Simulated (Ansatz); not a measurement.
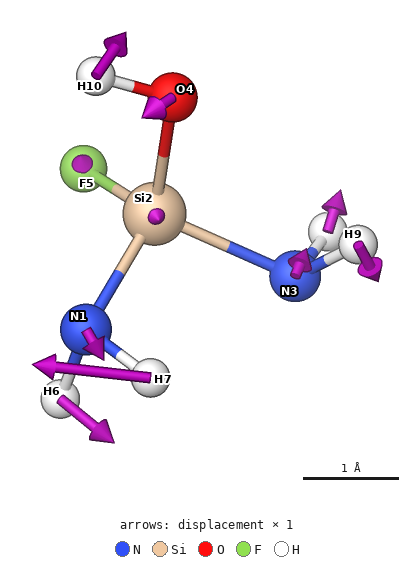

A relaxation of SiN2H5OF (coarse preliminary run). The starting structure is drawn; purple arrows show the displacements, at their true length. The two geometries are superimposed by the best rigid fit.

A ball-and-stick model, seen at a tilt.

The start comes from a force field.

All numbers below come from Ansatz, RKS PBE-D4/def2-SVP.

The input:
```yaml
crystal:
  periodic: [false, false, false]
  atoms:
    - {symbol: N, position_ang: [-0.244400, 1.374400, -0.323500]}
    - {symbol: Si, position_ang: [-0.024200, -0.216100, -0.403700]}
    - {symbol: N, position_ang: [-0.568600, -0.694800, 1.083600]}
    - {symbol: O, position_ang: [1.655300, -0.449900, -0.478700]}
    - {symbol: F, position_ang: [-0.824800, -0.922300, -1.579800]}
    - {symbol: H, position_ang: [-1.296800, 1.563100, -0.426900]}
    - {symbol: H, position_ang: [-0.062000, 1.701600, 0.623000]}
    - {symbol: H, position_ang: [-0.864400, -1.621400, 0.989100]}
    - {symbol: H, position_ang: [0.303400, -0.788200, 1.708300]}
    - {symbol: H, position_ang: [2.009600, 0.002400, -1.188600]}
basis:
  gaussian: {orbitals: def2-SVP}
hamiltonian: {xc: pbe, dispersion: d4}
relax: {f_tol: 0.03, max_steps: 200}
```

Q: Describe the change and its energy.

A: The energy falls by 1.411 eV in 20 accepted moves (23 points after the start). The largest force component goes from 5.4 to 0.023 eV/Å. The line search rejected the trial steps at points 7, 16, 22 of the run. The atom that moves furthest after the best rigid fit is H7 (1.27 Å). Largest moves by element: H 1.27 Å, O 0.48 Å, N 0.38 Å, F 0.26 Å, Si 0.18 Å. Near-neighbour distances that change, for instance: N1–Si2 1.608 → 1.706 Å, Si2–N3 1.655 → 1.721 Å, Si2–F5 1.588 → 1.648 Å, O4–H10 0.913 → 0.972 Å. Among the angles between lasting bonds that change: Si2–N3–H9 106.3° → 120.0°, Si2–N1–H6 107.6° → 121.0°, Si2–N3–H8 106.7° → 119.9°. Groups turn about Si2–O4 by about 100°.
